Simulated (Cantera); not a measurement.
A closed system holds: 1 mol SiCl4, 5.5 mol N2, 0.66 mol NH3, held at 3.50 mbar.

Method: chemical equilibrium by Gibbs-energy minimisation in Cantera with the NASA 1993 tables (ideal gas, pure condensed phases). Candidate condensed phases: NH4Cl, Si, Si3N4; 28 gas species. The tables' values for SiCl3 are old estimates; treat these amounts as uncertain. Kinetics and transport are ignored.

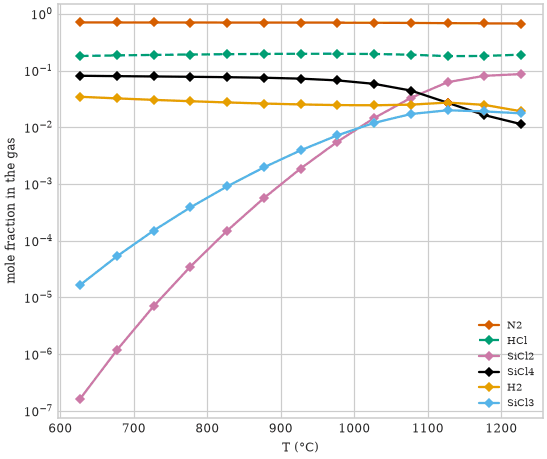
Fig. 1. Equilibrium gas composition (values under 1e-9 drawn at 1e-9)

From 627 °C to 1127 °C the condensed part is Si3N4(s). From 1177 °C to 1227 °C nothing is condensed. The main Si-bearing gas is SiCl4 at 627 °C and SiCl2 at 1227 °C.
